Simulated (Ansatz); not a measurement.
## Electronic structure of CHSi (SMILES C#[Si]) (doublet) in real space

Input file:

```
crystal:
  periodic: [false, false, false]
  atoms:
    - {symbol: C, position_ang: [0.000000, 0.000000, -0.201334]}
    - {symbol: Si, position_ang: [0.000000, 0.000000, 1.488715]}
    - {symbol: H, position_ang: [0.000000, 0.000000, -1.287382]}
basis:
  gaussian:
    orbitals: def2-TZVPD
magnetization:
  spin_polarized: true
  initial_magnetization: 1
hamiltonian:
  xc: {name: PBE0}
output: {forces: true, orbitals: {seedname: orbitals}}
```

Launched as:

```sh
ansatz run input.yaml --threads 1 --pin off --max-ram 2610MiB --events-out events.jsonl --progress --plain --runs-dir runs
```

Geometry: PBE0-D3(BJ)/pcseg-1.

Computed with Ansatz, isolated molecule in a Gaussian basis; Kohn-Sham density functional theory, functional PBE0.

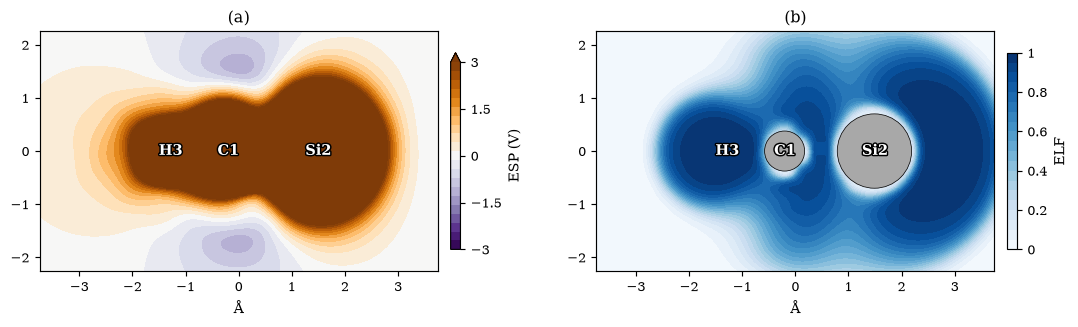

Figure 1. (a) electrostatic potential; (b) ELF on a plane that holds the molecular axis. Grey discs cover the atomic cores in the ELF map.

Question: Read the bonding off the picture.

Answer: Atoms in the plane: C, Si and H. C–Si (1.69 Å): the ELF peaks at about 0.90 between the atoms: a covalent bond. C–H (1.09 Å): the ELF climbs to about 1 towards the hydrogen, as it does in any bond to H: a covalent bond by its length. The ELF also peaks beside Si2, away from the bonds: non-bonding electrons, paired or unpaired. Outside the dense part of the molecule the potential is most negative (−1.2 V) near C1.

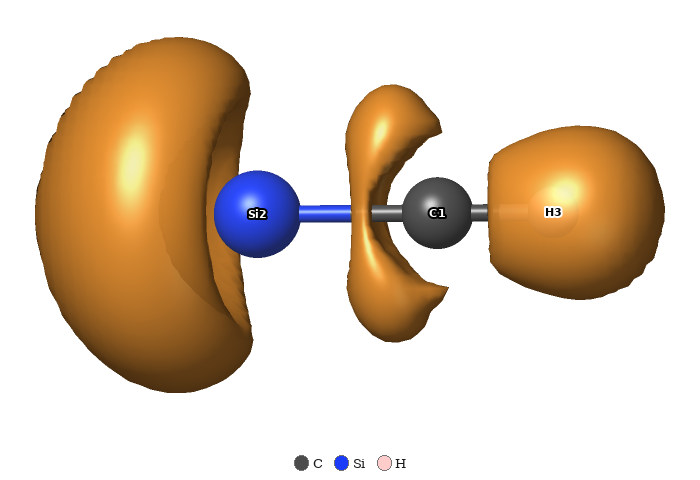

Figure 2. Isosurface of the electron localisation function at 0.85 (orange), seen from one side. Core shells and regions of very low density are left out.

Question: What do the ELF domains correspond to?

Answer: At this value the surface marks out one region between bonded C–Si atoms (shared pairs), one region around a hydrogen nucleus and one lobe on Si, pointing away from the bonds (non-bonding electrons).

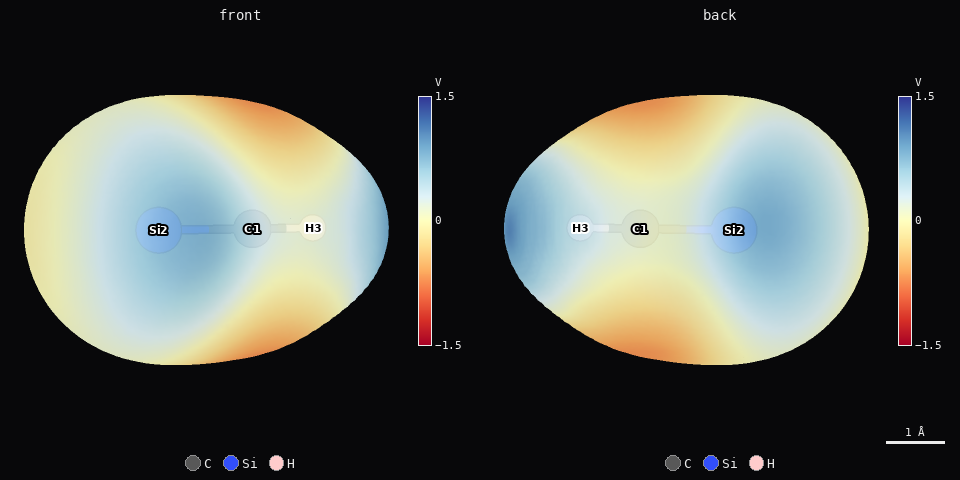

Figure 3. The molecular electrostatic potential painted on the density surface at 0.001 e/bohr³, seen from the front and from behind; the colour scale runs from red (negative) to blue (positive).

Question: Which sites attract a positive test charge, and which a negative one?

Answer: A positive charge is drawn to the negative regions and a negative charge to the positive ones. The most negative region (about −0.7 V) lies over C1 and Si2, the most positive (about +1.0 V) over H3.

Question: What dipole moment does the calculation give?

Answer: Its dipole moment is 0.09 D.

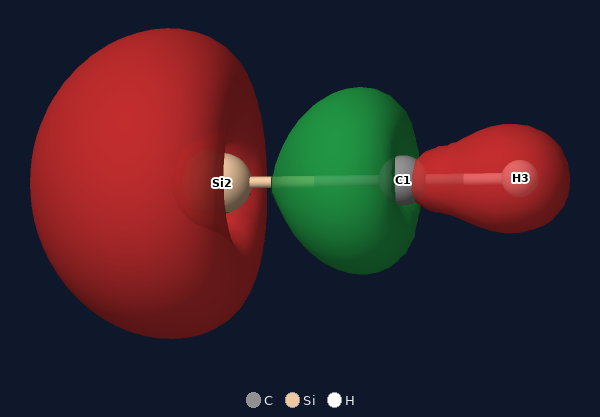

Figure 4. The HOMO−1 (β) at ±0.15 Å⁻³ᐟ² (green and red are the two phases), seen from one side.

Question: Where does this orbital lie, and at what energy?

Answer: By Hirshfeld shares it lies mainly on Si2 (about 80 %) and C1 (about 15 %); it is of σ type. Its energy is −8.18 eV.
